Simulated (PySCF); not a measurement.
# Single-point calculation of SiPH$_{5}$Br (charge +2)

System: SiPH$_{5}$Br, charge +2, multiplicity 2.
Method: HF/pc-2, UHF (PySCF 2.14.0).

The geometry is that of the parent species in another charge or spin state. The geometry comes from this level: GFN2-xTB.

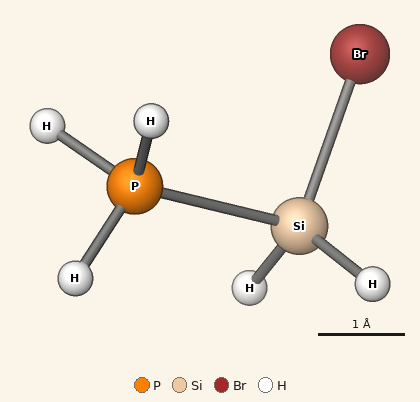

Fig. 1: The structure as given in the input (ball-and-stick view, seen at a tilt).

## Summary

```json
{"quantity": "outcome", "value": "converged"}
{"quantity": "total energy", "value": "−3204.298023 hartree"}
{"quantity": "basis functions", "value": "181"}
{"quantity": "⟨S²⟩", "value": "0.761"}
{"quantity": "hardware", "value": "1 thread of Arm Neoverse V1, 24 GiB of memory available, shared host"}
{"quantity": "wall time", "value": "48 s"}
{"quantity": "peak memory", "value": "1.2 GiB"}
```

The record of the run, not the program, notes: dipole of an ion depends on the origin; logged alpha LUMO and gap are faulty.

## Input file (input.py)
```python
from pyscf import gto, scf

system = gto.Mole()
system.atom = '''
P     -1.161596     1.580491    -0.588839
Si     1.048722    -2.129759     0.559340
Br     4.586328    -0.626350     2.072708
H     -3.537813     1.296636    -1.606759
H     -0.043501     3.125550    -2.359096
H     -1.636163     3.297345     1.308805
H     -0.601953    -3.175723     2.486861
H      1.345995    -3.368210    -1.873021
'''
system.verbose = 4
system.max_memory = 1860
system.spin = 1
system.charge = 2
system.basis = 'pc-2'
system.unit = 'bohr'
system.build()

mf = scf.UHF(system)
mf.conv_tol = 1e-10
mf.kernel()
if not mf.converged:
    mf = mf.newton().run(mf.mo_coeff, mf.mo_occ)

e_final = mf.e_tot
print('E = %.10f Eh' % e_final)
```

Launched with:
```bash
OMP_NUM_THREADS=1 python input.py
```

## Output
```
PySCF version 2.14.0

[INPUT] num. atoms = 8
[INPUT] num. electrons = 67
[INPUT] charge = 2
[INPUT] spin (= nelec alpha-beta = 2S) = 1
[INPUT] symmetry False subgroup None
[INPUT] Mole.unit = bohr
[INPUT] Symbol           X                Y                Z      unit          X                Y                Z       unit  Magmom
[INPUT]  1 P     -0.614690131496   0.836359819264  -0.311600179701 AA   -1.161596000000   1.580491000000  -0.588839000000 Bohr   0.0
[INPUT]  2 Si     0.554959782990  -1.127019927552   0.295989981156 AA    1.048722000000  -2.129759000000   0.559340000000 Bohr   0.0
[INPUT]  3 Br     2.426980259404  -0.331450146060   1.096829838492 AA    4.586328000000  -0.626350000000   2.072708000000 Bohr   0.0
[INPUT]  4 H     -1.872130016097   0.686150222058  -0.850260246241 AA   -3.537813000000   1.296636000000  -1.606759000000 Bohr   0.0
[INPUT]  5 H     -0.023019737852   1.653969831591  -1.248379841573 AA   -0.043501000000   3.125550000000  -2.359096000000 Bohr   0.0
[INPUT]  6 H     -0.865820172951   1.744879830541   0.692589779538 AA   -1.636163000000   3.297345000000   1.308805000000 Bohr   0.0
[INPUT]  7 H     -0.318539809645  -1.680520239794   1.315990167926 AA   -0.601953000000  -3.175723000000   2.486861000000 Bohr   0.0
[INPUT]  8 H      0.712269880012  -1.782379973593  -0.991160028775 AA    1.345995000000  -3.368210000000  -1.873021000000 Bohr   0.0

nuclear repulsion = 310.679910054523
number of shells = 27
number of NR pGTOs = 312
number of NR cGTOs = 181
basis = pc-2
ecp = {}

******** <class 'pyscf.scf.uhf.UHF'> ********
method = UHF
initial guess = minao
damping factor = 0
level_shift factor = 0
DIIS = <class 'pyscf.scf.diis.CDIIS'>
diis_start_cycle = 1
diis_space = 8
diis_damp = 0
SCF conv_tol = 1e-10
SCF conv_tol_grad = None
SCF max_cycles = 50
direct_scf = True
direct_scf_tol = 1e-13
number electrons alpha = 34  beta = 33
Set gradient conv threshold to 1e-05
init E= -3203.99977462757
  alpha nocc = 34  HOMO = -0.343136643880786  LUMO = 0.0324765281801751
  beta  nocc = 33  HOMO = -0.367419106209031  LUMO = -0.343136643880786

WARN: HOMO -0.343136643880786 >= LUMO -0.343136643880786

cycle= 1 E= -3204.07216376623  delta_E= -0.0724  |g|= 0.452  |ddm|= 5.46
  alpha nocc = 34  HOMO = -0.841036587926702  LUMO = -0.385612904275484
  beta  nocc = 33  HOMO = -0.830841435804409  LUMO = -0.651153157310365
  HOMO = -0.830841435804  LUMO = -0.65115315731  gap/eV = 4.88957
cycle= 2 E= -3204.2340575605  delta_E= -0.162  |g|= 0.241  |ddm|= 0.644
  alpha nocc = 34  HOMO = -0.863754713382782  LUMO = -0.297228384631335
  beta  nocc = 33  HOMO = -0.834639344153317  LUMO = -0.574436924857782
  HOMO = -0.834639344153  LUMO = -0.574436924858  gap/eV = 7.08047
cycle= 3 E= -3204.27378756084  delta_E= -0.0397  |g|= 0.0697  |ddm|= 0.268
  alpha nocc = 34  HOMO = -0.859669907739036  LUMO = -0.287993723452214
  beta  nocc = 33  HOMO = -0.841566777508932  LUMO = -0.531522536261384
  HOMO = -0.841566777509  LUMO = -0.531522536261  gap/eV = 8.43673
cycle= 4 E= -3204.2862294465  delta_E= -0.0124  |g|= 0.0493  |ddm|= 0.133
  alpha nocc = 34  HOMO = -0.868371485116304  LUMO = -0.286523664617008
  beta  nocc = 33  HOMO = -0.850812186009863  LUMO = -0.513636191484334
  HOMO = -0.85081218601  LUMO = -0.513636191484  gap/eV = 9.17503
cycle= 5 E= -3204.29310970532  delta_E= -0.00688  |g|= 0.0297  |ddm|= 0.0972
  alpha nocc = 34  HOMO = -0.872984683179862  LUMO = -0.287457376709629
  beta  nocc = 33  HOMO = -0.857642012617881  LUMO = -0.494215315525306
  HOMO = -0.857642012618  LUMO = -0.494215315525  gap/eV = 9.88934
cycle= 6 E= -3204.2973203163  delta_E= -0.00421  |g|= 0.0116  |ddm|= 0.11
  alpha nocc = 34  HOMO = -0.8697234843889  LUMO = -0.286372050326282
  beta  nocc = 33  HOMO = -0.85703624025877  LUMO = -0.496506628371709
  HOMO = -0.857036240259  LUMO = -0.496506628372  gap/eV = 9.81051
cycle= 7 E= -3204.29780184561  delta_E= -0.000482  |g|= 0.00727  |ddm|= 0.0327
  alpha nocc = 34  HOMO = -0.86604425509206  LUMO = -0.286056026428643
  beta  nocc = 33  HOMO = -0.859448569352479  LUMO = -0.493424102762212
  HOMO = -0.859448569352  LUMO = -0.493424102762  gap/eV = 9.96003
cycle= 8 E= -3204.29797864578  delta_E= -0.000177  |g|= 0.00327  |ddm|= 0.028
  alpha nocc = 34  HOMO = -0.865932667912471  LUMO = -0.285744986991389
  beta  nocc = 33  HOMO = -0.859110744238401  LUMO = -0.494077509911005
  HOMO = -0.859110744238  LUMO = -0.494077509911  gap/eV = 9.93306
cycle= 9 E= -3204.29800908153  delta_E= -3.04e-05  |g|= 0.00163  |ddm|= 0.0101
  alpha nocc = 34  HOMO = -0.865522576845817  LUMO = -0.285719527379516
  beta  nocc = 33  HOMO = -0.8594144085266  LUMO = -0.49376154566443
  HOMO = -0.859414408527  LUMO = -0.493761545664  gap/eV = 9.94992
cycle= 10 E= -3204.29801916259  delta_E= -1.01e-05  |g|= 0.000731  |ddm|= 0.00669
  alpha nocc = 34  HOMO = -0.865534507102244  LUMO = -0.285746558772651
  beta  nocc = 33  HOMO = -0.859476333965928  LUMO = -0.493727179151886
  HOMO = -0.859476333966  LUMO = -0.493727179152  gap/eV = 9.95254
cycle= 11 E= -3204.29802150572  delta_E= -2.34e-06  |g|= 0.000415  |ddm|= 0.00273
  alpha nocc = 34  HOMO = -0.86556950242576  LUMO = -0.285764783125781
  beta  nocc = 33  HOMO = -0.859442226639343  LUMO = -0.493815916313093
  HOMO = -0.859442226639  LUMO = -0.493815916313  gap/eV = 9.94920
cycle= 12 E= -3204.29802237962  delta_E= -8.74e-07  |g|= 0.000281  |ddm|= 0.00136
  alpha nocc = 34  HOMO = -0.865529816446904  LUMO = -0.285769360096765
  beta  nocc = 33  HOMO = -0.859454471615351  LUMO = -0.493743920927024
  HOMO = -0.859454471615  LUMO = -0.493743920927  gap/eV = 9.95149
cycle= 13 E= -3204.29802294845  delta_E= -5.69e-07  |g|= 0.000108  |ddm|= 0.00158
  alpha nocc = 34  HOMO = -0.865520286467126  LUMO = -0.285770577351208
  beta  nocc = 33  HOMO = -0.859449481158587  LUMO = -0.49374746983888
  HOMO = -0.859449481159  LUMO = -0.493747469839  gap/eV = 9.95126
cycle= 14 E= -3204.29802302867  delta_E= -8.02e-08  |g|= 3.6e-05  |ddm|= 0.000674
  alpha nocc = 34  HOMO = -0.865524232239735  LUMO = -0.285774865579832
  beta  nocc = 33  HOMO = -0.859452748082255  LUMO = -0.493750534317865
  HOMO = -0.859452748082  LUMO = -0.493750534318  gap/eV = 9.95126
cycle= 15 E= -3204.29802303361  delta_E= -4.94e-09  |g|= 1.71e-05  |ddm|= 0.000143
  alpha nocc = 34  HOMO = -0.865521309232159  LUMO = -0.285774713169999
  beta  nocc = 33  HOMO = -0.85945302282165  LUMO = -0.493749733572241
  HOMO = -0.859453022822  LUMO = -0.493749733572  gap/eV = 9.95129
cycle= 16 E= -3204.29802303447  delta_E= -8.63e-10  |g|= 1.08e-05  |ddm|= 4.36e-05
  alpha nocc = 34  HOMO = -0.86552124922569  LUMO = -0.285775328960227
  beta  nocc = 33  HOMO = -0.859453073778655  LUMO = -0.493749410958682
  HOMO = -0.859453073779  LUMO = -0.493749410959  gap/eV = 9.95130
cycle= 17 E= -3204.29802303505  delta_E= -5.77e-10  |g|= 8.17e-06  |ddm|= 3.41e-05
  alpha nocc = 34  HOMO = -0.865520278417258  LUMO = -0.285775116162853
  beta  nocc = 33  HOMO = -0.859453100621735  LUMO = -0.49374924856437
  HOMO = -0.859453100622  LUMO = -0.493749248564  gap/eV = 9.95131
cycle= 18 E= -3204.29802303549  delta_E= -4.44e-10  |g|= 7.81e-06  |ddm|= 2.54e-05
  alpha nocc = 34  HOMO = -0.865520297365561  LUMO = -0.285775131152967
  beta  nocc = 33  HOMO = -0.859453111656815  LUMO = -0.493749375560654
  HOMO = -0.859453111657  LUMO = -0.493749375561  gap/eV = 9.95131
cycle= 19 E= -3204.29802303577  delta_E= -2.81e-10  |g|= 7.82e-06  |ddm|= 1.66e-05
  alpha nocc = 34  HOMO = -0.865520295010773  LUMO = -0.285775126076352
  beta  nocc = 33  HOMO = -0.859453106640665  LUMO = -0.493749360165864
  HOMO = -0.859453106641  LUMO = -0.493749360166  gap/eV = 9.95131
cycle= 20 E= -3204.29802303575  delta_E= 2.36e-11  |g|= 7.81e-06  |ddm|= 2.1e-06
  alpha nocc = 34  HOMO = -0.86552029114429  LUMO = -0.285775138564507
  beta  nocc = 33  HOMO = -0.859453110878064  LUMO = -0.493749377047092
  HOMO = -0.859453110878  LUMO = -0.493749377047  gap/eV = 9.95131
```

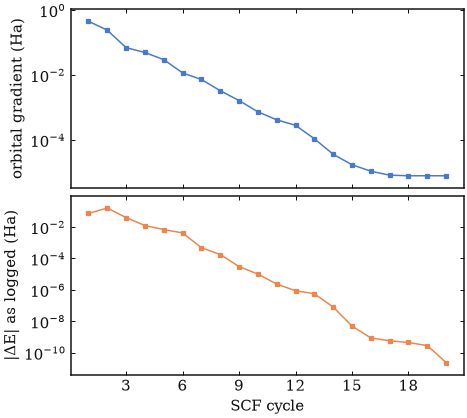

Fig. 2: Convergence of the self-consistent field: orbital gradient and size of the energy change against the SCF cycle. The residual falls almost steadily, with no more than small rises.

```
Extra cycle  E= -3204.29802303599  delta_E= -2.37e-10  |g|= 7.85e-06  |ddm|= 1.38e-05
converged SCF energy = -3204.29802303599  <S^2> = 0.76085862  2S+1 = 2.0108293
E = -3204.2980230360 Eh
```
